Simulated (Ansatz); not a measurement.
# F2H2SSi: the cost of one run

The runs use Ansatz 0.2.0, Gaussian basis; PBE0-D4/def2-TZVP structures, single points in def2-TZVPP, no counterpoise correction.

Levels: SPW92, PBE-D4, BLYP-D4, r2SCAN-D4, B97M-V, PBE0-D4, B3LYP-D4, r2SCAN0-D4, BHLYP-D4, CAM-B3LYP-D4, wB97X-V, wB97M-V, B2PLYP, PBE-QIDH, RPA on PBE, Hartree-Fock, MP2, CCSD, CCSD(T).

Cores are frozen in the correlated methods. B3LYP uses VWN-RPA correlation. B2PLYP carries no dispersion term here.

94 further runs of the same task are left out: 94 set aside as unsound or not needed. Runs told in other sessions of the task aren't counted.

### 1 The system as given

The complex: 10 atoms, charge 0, spin multiplicity 1.

Atoms are counted from 1 here; the program's logs count them from 0.

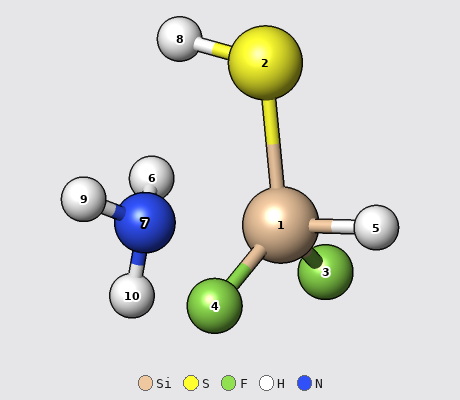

Start geometry, drawn with silicon light orange, sulfur yellow, fluorine green, hydrogen white, nitrogen blue; atoms are numbered from 1 in the order of the file.

Geometry (Å):

| atom | x (Å) | y (Å) | z (Å) |
| --- | --- | --- | --- |
| Si1 | -0.8161 | 0.4851 | -0.4060 |
| S2 | 0.2015 | 1.9125 | 0.8386 |
| F3 | -1.7883 | -0.6425 | 0.2182 |
| F4 | -0.2866 | 0.1220 | -1.8872 |
| H5 | -1.8516 | 1.4845 | -0.7818 |
| H6 | 0.6605 | -1.1462 | 1.1129 |
| N7 | 0.6507 | -0.9530 | 0.1177 |
| H8 | 1.2443 | 1.2258 | 1.3345 |
| H9 | 1.5802 | -0.6779 | -0.1795 |
| H10 | 0.4056 | -1.8103 | -0.3674 |

Its parts: F2H2SSi holds atoms 1, 2, 3, 4, 5, 8; NH3 holds atoms 6, 7, 9, 10. Each part counts its atoms afresh in its own runs.

### 2 Relaxing F2H2SSi alone

relax-a/in.yaml reads:

```yaml
crystal:
  periodic: [false, false, false]
  atoms:
    - {symbol: Si, position_ang: [-0.816133, 0.485056, -0.405976]}
    - {symbol: S, position_ang: [0.201465, 1.912550, 0.838597]}
    - {symbol: F, position_ang: [-1.788277, -0.642530, 0.218200]}
    - {symbol: F, position_ang: [-0.286621, 0.122019, -1.887200]}
    - {symbol: H, position_ang: [-1.851610, 1.484545, -0.781789]}
    - {symbol: H, position_ang: [1.244284, 1.225773, 1.334550]}
basis:
  gaussian: {orbitals: def2-TZVP}
hamiltonian: {xc: pbe0, dispersion: d4}
relax: {f_tol: 0.005, max_steps: 200}
```

Started as:

```
$ ansatz run in.yaml --threads 8 --pin off --events-out ev --progress --plain --max-ram 19148MiB
```

**Question.** How long does this run take on 8 threads of Intel Xeon 6975P-C, shared host?

About 5.5 s.
